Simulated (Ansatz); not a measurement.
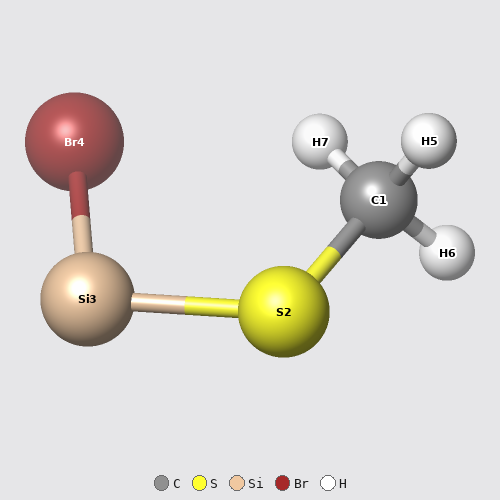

The system is CH3BrSSi, SMILES CS[Si]Br; the picture shows the reference structure. Coordinates scanned: (1) bond length C1–S2; (2) bond length C1–H5. Nothing is relaxed (all other coordinates rigid). The grid has 9 × 9 points. Energies are in kcal/mol, from the lowest grid point. The reference is spin-restricted, which grows unreliable where a bond is stretched far. Level of theory: Ansatz 0.2.0, RKS PBE-D4/def2-SVP.

Its coordinates:

```xyz
7

C    -0.2701    0.7889   -0.4996
S     0.4651   -0.7625   -1.1358
Si    0.8922   -2.2108    0.4043
Br    0.2199   -1.1803    2.3447
H     0.3939    1.6273   -0.7838
H    -1.2593    0.9231   -0.9770
H    -0.3807    0.7463    0.6016
```

Range: bond length C1–S2 from 1.501 to 2.746 Å; bond length C1–H5 from 0.974 to 1.383 Å.

**What will the energy surface look like?**

The lowest grid point is at bond length C1–S2 = 1.812 Å, bond length C1–H5 = 1.127 Å. No other kind of well shows on this grid. The highest grid point, bond length C1–S2 = 2.746 Å, bond length C1–H5 = 1.383 Å, lies 67.8 kcal/mol above the lowest. Round the minimum the two coordinates are nearly uncoupled.

| bond length C1–H5 ↓, bond length C1–S2 → | 1.501 | 1.657 | 1.812 | 1.968 | 2.124 | 2.279 | 2.435 | 2.591 | 2.746 |
| --- | --- | --- | --- | --- | --- | --- | --- | --- | --- |
| 1.383 | 55.9 | 24.6 | 16.9 | 20.5 | 29.0 | 39.2 | 49.5 | 59.2 | 67.8 |
| 1.332 | 51.8 | 20.1 | 12.3 | 15.8 | 24.2 | 34.2 | 44.5 | 54.2 | 62.8 |
| 1.281 | 48.0 | 16.0 | 8.0 | 11.4 | 19.8 | 29.8 | 40.0 | 49.6 | 58.3 |
| 1.230 | 44.8 | 12.5 | 4.3 | 7.6 | 16.0 | 25.9 | 36.1 | 45.8 | 54.4 |
| 1.179 | 42.4 | 9.9 | 1.5 | 4.7 | 13.1 | 23.0 | 33.2 | 42.8 | 51.5 |
| 1.127 | 41.2 | 8.4 | 0.0 | 3.1 | 11.4 | 21.4 | 31.5 | 41.2 | 49.8 |
| 1.076 | 41.7 | 8.8 | 0.2 | 3.3 | 11.6 | 21.5 | 31.7 | 41.3 | 50.0 |
| 1.025 | 44.5 | 11.4 | 2.8 | 5.8 | 14.1 | 24.0 | 34.2 | 43.8 | 52.5 |
| 0.974 | 50.3 | 17.1 | 8.4 | 11.5 | 19.7 | 29.7 | 39.8 | 49.5 | 58.2 |

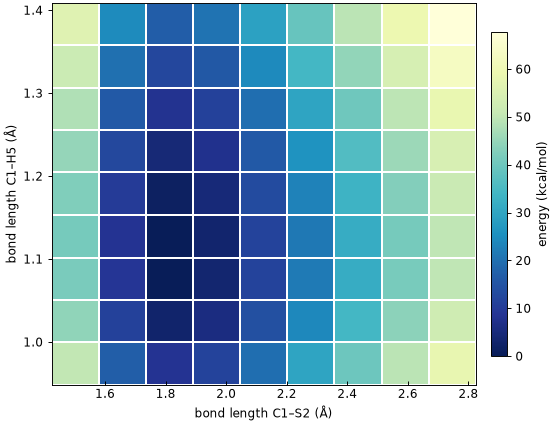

In the figure: one coloured cell a grid point.

Each point was launched as `ansatz run input.yaml --threads 1 --pin off --max-ram 2560MiB --backend cpu --events-out ev --progress --plain --runs-dir out`. Time for the 81 points that were run: 15 min on 1 thread of Arm Neoverse V1, with other jobs on the host.
